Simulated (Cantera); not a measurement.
Feed: 1 mol C2F6, 0.3 mol F2, 0.07 mol H2, equilibrated at 0.100 bar.

These are equilibrium values from Cantera (NASA tables, ideal gas, pure condensed phases), not measurements of a reactor. Candidate condensed phases: C, C6H6, C7H8, C8H18; 95 gas species. The feed counts by its element totals alone. The tables' values for C2F4 are old estimates; treat these amounts as uncertain. Gases not in the tables: C2F6 and larger saturated fluorocarbons. The numbers say what is thermodynamically allowed, not how fast it happens.

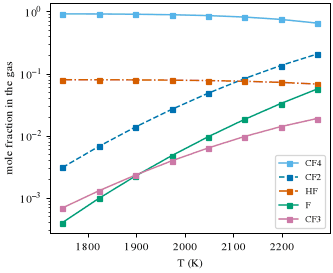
Figure: Equilibrium gas composition (values under 1e-9 drawn at 1e-9)

From 1748 K to 2273 K the condensed part is C(graphite). The main C-bearing gas is CF4 throughout. The share of C in condensed phases is highest at 1748 K (19.1 %) and lowest at 2273 K (9.5 %).
